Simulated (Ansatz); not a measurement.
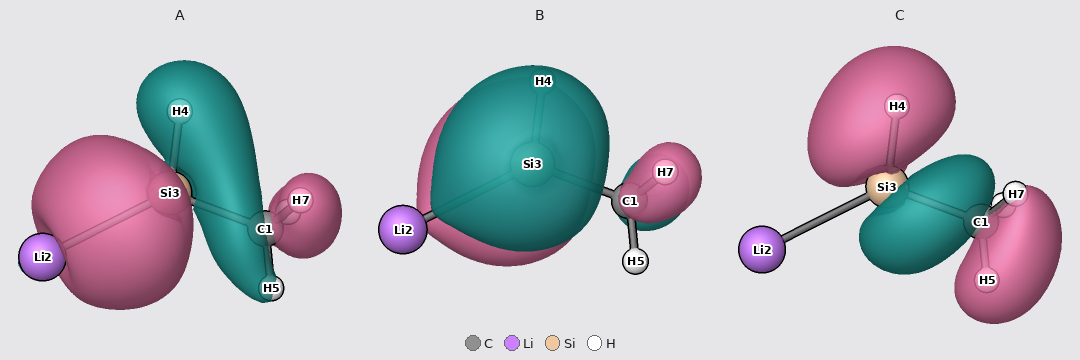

Figure 1: CH$_{4}$LiSi (charge +1). Three frontier orbitals at ±0.08 Å⁻³ᐟ² (teal and pink are the two phases), in no order.

Geometry: r2SCAN-D4/def2-TZVP.

Computed with isolated molecule in a Gaussian basis; Kohn-Sham density functional theory, functional PBE0 in Ansatz.

```yaml
atoms:
  - { symbol: C, position_ang: [0.2134, 1.0151, -0.3007] }
  - { symbol: Li, position_ang: [-3.3803, -0.3600, 1.1186] }
  - { symbol: Si, position_ang: [-0.9988, -0.3355, 0.0371] }
  - { symbol: H, position_ang: [-0.2944, -1.5533, -0.4776] }
  - { symbol: H, position_ang: [-0.1045, 2.0109, 0.0026] }
  - { symbol: H, position_ang: [1.1646, 0.7690, 0.1914] }
  - { symbol: H, position_ang: [0.4507, 1.0179, -1.3738] }
```

> Which picture is the HOMO−1, the HOMO and the LUMO?

C is the HOMO−1 (−13.74 eV). Its weight (Hirshfeld) is mainly on Si3 (about 35 %), C1 (about 30 %), H4 (about 20 %) and H5 (about 5 %). A is the HOMO (−11.82 eV). By Hirshfeld shares it lies mainly on Si3 (about 65 %), Li2 (about 10 %), C1 (about 10 %) and H4 (about 10 %). B is the LUMO (−7.41 eV). It lies mainly on Si3 (about 75 %).

> What is the HOMO–LUMO gap?

4.41 eV between the orbital energies.
